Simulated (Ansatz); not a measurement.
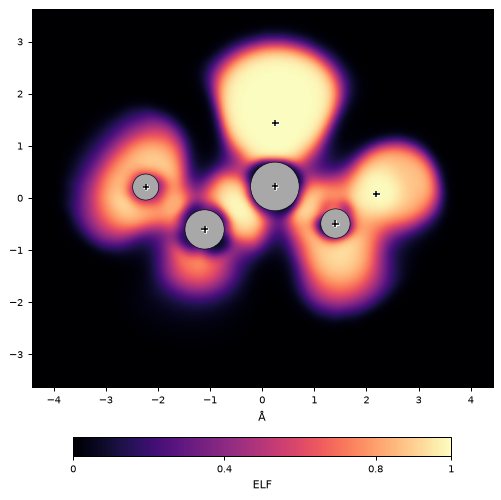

The ELF on a plane through atoms (crosses mark nuclei in the plane; grey discs cover the cores).

Method: Ansatz 0.2.0, RKS PBE-D4/def2-SVP.

Candidates:
A. CH4BFO
B. ClGeH3

**Which candidate gave the map?**

Candidate A: CH4BFO on the plane of atoms O1, B2 and H6, which holds O, B, C, F and H. B–O (1.36 Å): the ELF peaks at about 0.90 between the atoms (a short, strongly polar bond). C–F (1.39 Å): the ELF peaks at about 0.80 between the atoms: a shared but strongly polarised pair.
